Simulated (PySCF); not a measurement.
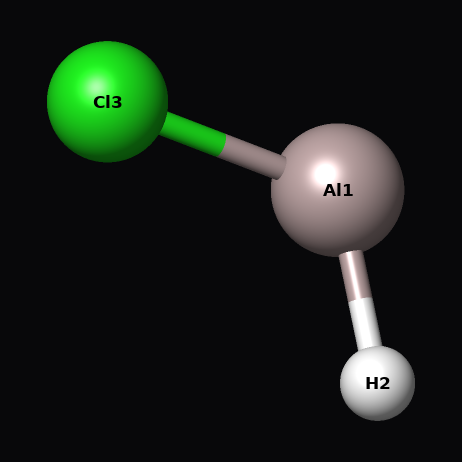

Every bond is drawn as one stick. Charge 0, doublet. The computed structure is the end point of a PBE0/def2-TZVP optimisation. Method: PBE0/def2-TZVP (PySCF 2.14.0).

List the Mayer bond orders of Al1–H2, Al1–Cl3.

```tsv
bond	Mayer order	length (Å)
Al1–H2	0.91	1.603
Al1–Cl3	1.19	2.113
```
